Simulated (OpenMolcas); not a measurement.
## Geometry relaxation, with input and output: BH2Br (part 3 of 4)

The same run, continued: BH2Br; CASSCF/ANO-S-VDZP (OpenMolcas 26.06). The geometry comes from this level: GFN2-xTB.

Geometry of the input (Å):
```
B  0.0910  0.1509  -0.0004
H  1.2598  0.1091  0.0153
H  -0.4901  1.1658  -0.0191
Br -0.8607  -1.4257  0.0043
```

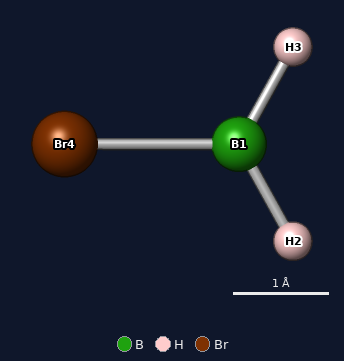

The structure as given in the input (ball-and-stick view, seen on its broad side; atoms are numbered from 1 in the order of the input).

### Output, continued
```
       +----------------------------------+----------------------------------+
       +    Cartesian Displacements       +    Gradient in internals         +
       +  Value      Threshold Converged? +  Value      Threshold Converged? +
 +-----+----------------------------------+----------------------------------+
 + RMS + 7.2135E-03  1.2000E-03     No    + 4.4819E-03  3.0000E-04     No    +
 +-----+----------------------------------+----------------------------------+
 + Max + 9.4621E-03  1.8000E-03     No    + 6.1556E-03  4.5000E-04     No    +
 +-----+----------------------------------+----------------------------------+

 Convergence not reached yet!

*****************************************************************************************************************
*****************************************************************************************************************

++ Geometry section

********************************************************************************
  Geometrical information of the new structure
********************************************************************************

 *********************************************************
 * Nuclear coordinates for the next iteration / bohr     *
 *********************************************************
  ATOM              X               Y               Z
  B1               0.206377        0.341840       -0.000986
  H2               2.453974        0.199900        0.029883
  H3              -0.965933        2.264655       -0.037321
  BR4             -1.694418       -2.806396        0.008423

 *********************************************************
 * Nuclear coordinates for the next iteration / angstrom *
 *********************************************************
  ATOM              X               Y               Z
  B1               0.109210        0.180894       -0.000522
  H2               1.298587        0.105783        0.015814
  H3              -0.511149        1.198404       -0.019749
  BR4             -0.896647       -1.485081        0.004458

--
--- Stop Module: slapaf /rc=_RC_CONTINUE_LOOP_ ---

>>> END DO

--- Start Module: seward ---
--- Stop Module: seward /rc=_RC_ALL_IS_WELL_ ---

--- Start Module: rasscf ---
--- Stop Module: rasscf /rc=_RC_ALL_IS_WELL_ ---

--- Start Module: slapaf ---
--- Stop Module: slapaf /rc=_RC_INVOKED_OTHER_MODULE_ ---

--- Start Module: alaska ---
--- Stop Module: alaska /rc=_RC_ALL_IS_WELL_ ---
--- Module alaska spent 1 second ---

--- Start Module: slapaf ---

**********************************************************************************************************************
*                                    Energy Statistics for Geometry Optimization                                     *
**********************************************************************************************************************
                       Energy     Grad      Grad              Step                 Estimated   Geom       Hessian
Iter      Energy       Change     Norm      Max    Element    Max     Element     Final Energy Update Update   Index
  1  -2598.32103571  0.00000000 0.060458  0.035140 nrc001   0.064965  nrc003    -2598.32298422 RS-RFO  None      0
  2  -2598.32399240 -0.00295669 0.037726  0.022901 nrc001   0.093547  nrc001    -2598.32550781 RS-RFO  BFGS      0
  3  -2598.32561275 -0.00162035 0.010978  0.006156 nrc001   0.022557  nrc001    -2598.32568877 RS-RFO  BFGS      0
  4  -2598.32571568 -0.00010293 0.004206  0.002133 nrc001   0.011725  nrc001    -2598.32573428 RS-RFO  BFGS      0

       +----------------------------------+----------------------------------+
       +    Cartesian Displacements       +    Gradient in internals         +
       +  Value      Threshold Converged? +  Value      Threshold Converged? +
 +-----+----------------------------------+----------------------------------+
 + RMS + 4.5923E-03  1.2000E-03     No    + 1.7171E-03  3.0000E-04     No    +
 +-----+----------------------------------+----------------------------------+
 + Max + 5.2720E-03  1.8000E-03     No    + 2.1328E-03  4.5000E-04     No    +
 +-----+----------------------------------+----------------------------------+

 Convergence not reached yet!

*****************************************************************************************************************
*****************************************************************************************************************

++ Geometry section

********************************************************************************
  Geometrical information of the new structure
********************************************************************************

 *********************************************************
 * Nuclear coordinates for the next iteration / bohr     *
 *********************************************************
  ATOM              X               Y               Z
  B1               0.209013        0.346194       -0.001001
  H2               2.448850        0.201060        0.029805
  H3              -0.962529        2.260630       -0.037232
  BR4             -1.695334       -2.807885        0.008428

 *********************************************************
 * Nuclear coordinates for the next iteration / angstrom *
 *********************************************************
  ATOM              X               Y               Z
  B1               0.110605        0.183198       -0.000530
  H2               1.295876        0.106397        0.015772
  H3              -0.509348        1.196274       -0.019702
  BR4             -0.897132       -1.485869        0.004460

--
--- Stop Module: slapaf /rc=_RC_CONTINUE_LOOP_ ---

>>> END DO

--- Start Module: seward ---
--- Stop Module: seward /rc=_RC_ALL_IS_WELL_ ---

--- Start Module: rasscf ---
--- Stop Module: rasscf /rc=_RC_ALL_IS_WELL_ ---

--- Start Module: slapaf ---
--- Stop Module: slapaf /rc=_RC_INVOKED_OTHER_MODULE_ ---

--- Start Module: alaska ---
--- Stop Module: alaska /rc=_RC_ALL_IS_WELL_ ---
--- Module alaska spent 1 second ---

--- Start Module: slapaf ---

**********************************************************************************************************************
*                                    Energy Statistics for Geometry Optimization                                     *
**********************************************************************************************************************
                       Energy     Grad      Grad              Step                 Estimated   Geom       Hessian
Iter      Energy       Change     Norm      Max    Element    Max     Element     Final Energy Update Update   Index
  1  -2598.32103571  0.00000000 0.060458  0.035140 nrc001   0.064965  nrc003    -2598.32298422 RS-RFO  None      0
  2  -2598.32399240 -0.00295669 0.037726  0.022901 nrc001   0.093547  nrc001    -2598.32550781 RS-RFO  BFGS      0
  3  -2598.32561275 -0.00162035 0.010978  0.006156 nrc001   0.022557  nrc001    -2598.32568877 RS-RFO  BFGS      0
  4  -2598.32571568 -0.00010293 0.004206  0.002133 nrc001   0.011725  nrc001    -2598.32573428 RS-RFO  BFGS      0
  5  -2598.32573419 -0.00001852 0.000228 -0.000153 nrc004  -0.000514  nrc003    -2598.32573429 RS-RFO  BFGS      0

       +----------------------------------+----------------------------------+
       +    Cartesian Displacements       +    Gradient in internals         +
       +  Value      Threshold Converged? +  Value      Threshold Converged? +
 +-----+----------------------------------+----------------------------------+
 + RMS + 4.1943E-04  1.2000E-03     Yes   + 1.0198E-04  3.0000E-04     Yes   +
 +-----+----------------------------------+----------------------------------+
 + Max + 6.9495E-04  1.8000E-03     Yes   + 1.5251E-04  4.5000E-04     Yes   +
 +-----+----------------------------------+----------------------------------+

 Geometry is converged in   5 iterations to a Minimum Structure

*****************************************************************************************************************
*****************************************************************************************************************

++ Geometry section

********************************************************************************
  Geometrical information of the final structure
********************************************************************************

  NOTE: on convergence the final predicted structure will be printed here.
  This is not identical to the structure printed in the head of the output.

 *********************************************************
 * Nuclear coordinates of the final structure / bohr     *
 *********************************************************
  ATOM              X               Y               Z
  B1               0.208997        0.346164       -0.001002
  H2               2.448699        0.200769        0.029806
  H3              -0.962718        2.260355       -0.037231
  BR4             -1.694978       -2.807288        0.008427

 *********************************************************
 * Nuclear coordinates of the final structure / angstrom *
 *********************************************************
  ATOM              X               Y               Z
  B1               0.110597        0.183182       -0.000530
  H2               1.295796        0.106242        0.015773
  H3              -0.509449        1.196128       -0.019702
  BR4             -0.896944       -1.485553        0.004459

                    ***************************************
                    *    InterNuclear Distances / bohr    *
                    ***************************************

               1 B1            2 H2            3 H3            4 BR4
    1 B1       0.000000
    2 H2       2.244627        0.000000
    3 H3       2.244628        3.985493        0.000000
    4 BR4      3.683676        5.120442        5.120478        0.000000

                    *******************************************
                    *    InterNuclear Distances / angstrom    *
                    *******************************************

               1 B1            2 H2            3 H3            4 BR4
    1 B1       0.000000
    2 H2       1.187806        0.000000
    3 H3       1.187806        2.109032        0.000000
    4 BR4      1.949317        2.709621        2.709640        0.000000

                    **************************************
                    *    Valence Bond Angles / degree    *
                    **************************************
                          Atom centers                 Phi
                      2 H2       1 B1       3 H3       125.19
--
--- Stop Module: slapaf /rc=_RC_INVOKED_OTHER_MODULE_ ---

--- Start Module: last_energy ---

                                            &LAST_ENERGY

                       available to each process: 1.9 GB of memory, 1 thread

    Geometry read from RUNFILE

               SEWARD will generate:
                  Multipole Moment integrals up to order  2
                  Kinetic Energy integrals
                  Nuclear Attraction integrals (point charge)
                  One-Electron Hamiltonian integrals
                  Velocity integrals
                  Orbital angular momentum around ( -1.3596  -2.2520   0.0068 )
                  Velocity quadrupole around ( -1.4135  -2.3412   0.0070 )
                  RI decomposed two-electron repulsion integrals stored Cholesky style
                   - acCD auxiliary basis
                   - CD Threshold:   1.00E-04

                   Integrals are discarded if absolute value <: 1.00E-14
                   Integral cutoff threshold is set to       <: 1.00E-16

            Nuclear Potential Energy             65.88352975 au

      Basis set specifications :
      Symmetry species         a
      Basis functions           51

      Header of the ONEINT file:
      --------------------------

      OrdInt status: non-squared

      Cartesian coordinates in angstrom:
      -----------------------------------------------------
      No.  Label        X            Y            Z
      -----------------------------------------------------
       1   B1         0.11059652   0.18318213  -0.00053015
       2   H2         1.29579562   0.10624249   0.01577278
       3   H3        -0.50944858   1.19612830  -0.01970174
       4   BR4       -0.89694356  -1.48555292   0.00445911
      -----------------------------------------------------
      Nuclear repulsion energy =   65.88352975

++    Wave function specifications:
      -----------------------------

      Number of closed shell electrons          40
      Number of electrons in active shells       2
      Max number of holes in RAS1 space          0
      Max nr of electrons in RAS3 space          0
      Number of inactive orbitals               20
      Number of active orbitals                  2
      Number of secondary orbitals              29
      Spin quantum number                      0.0
      State symmetry                             1
--

++    Orbital specifications:
      -----------------------

      Symmetry species                           1
                                                 a
      Frozen orbitals                            0
      Inactive orbitals                         20
      Active orbitals                            2
      RAS1 orbitals                              0
      RAS2 orbitals                              2
      RAS3 orbitals                              0
      Secondary orbitals                        29
      Deleted orbitals                           0
      Number of basis functions                 51
--

++    CI expansion specifications:
      ----------------------------

      Number of CSFs                             3
      Number of spin combinations                3
      Number of determinants                     4
      Number of root(s) required                 1
      Root chosen for geometry opt.              1
      CI root used                               1

      highest root included in the CI            1
      max. size of the explicit Hamiltonian      3
--

++    Optimization specifications:
      ----------------------------

      RASSCF algorithm: LK RI/DF
      Maximum number of macro iterations       200
      Maximum number of SX iterations          100
      Threshold for RASSCF energy            1.000E-08
      Threshold for max MO rotation          1.000E-01
      Threshold for max BLB element          1.000E-04
      Level shift parameter                  5.000E-01
      Make Quasi-Newton update
--
      Starting CI array(s) will be read from file

      File JOBOLD not found -- use JOBIPH.
      The MO-coefficients are taken from the file:
      JOBIPH
      Title:(No title given)

      Total molecular charge    0.00

      ************************************************************************************************************************
      *                                            Wave function control section                                             *
      ************************************************************************************************************************
```
